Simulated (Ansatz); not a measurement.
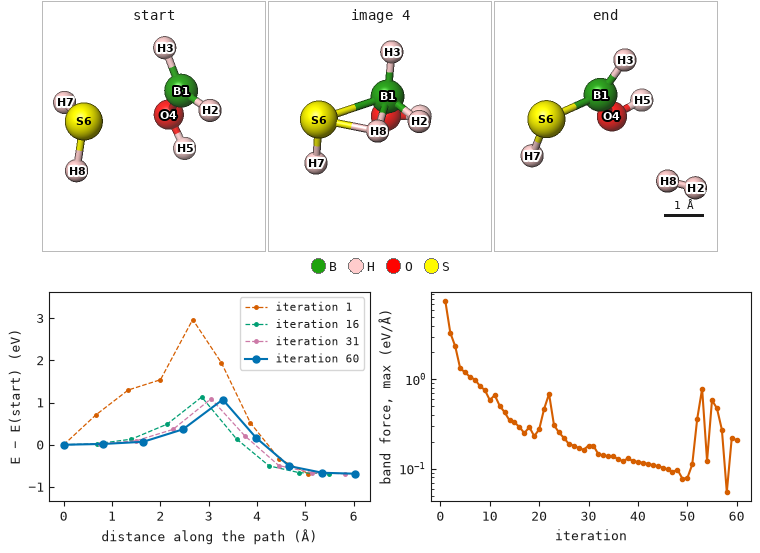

NEB run on BH5SO, made up at the start of BH3O and H2S. Images are numbered from 0 (start) to 8 (end). The plot follows the band through its iterations. A ball-and-stick model, seen at a tilt.

Method: RKS r2SCAN-D4/6-31G* in Ansatz 0.2.0. Set-up: 7 movable images; climbing image from the first iteration; force threshold 0.05 eV/Å; iteration limit 60; optimiser FIRE; starting path through a guess of the saddle point.

Judge this run.

The result isn't final. The band hadn't converged when the run stopped after 60 iterations. The largest component of the band force went from 7.5 to 0.21 eV/Å. The barrier read from it is provisional, though the highest image hardly moved in the last two iterations. The first iteration put the highest image at 2.97 eV. The highest point, image 4, lies 1.07 eV above the start and 1.76 eV above the end; the end is at −0.69 eV relative to the start.

Limits of the set-up: the start holds two separate molecules, 3.0 Å apart at their closest, whose relative position is a soft coordinate.

Cost: 17 min on 1 thread of Arm Neoverse V1, with other jobs on the host, peak memory 0.11 GiB.
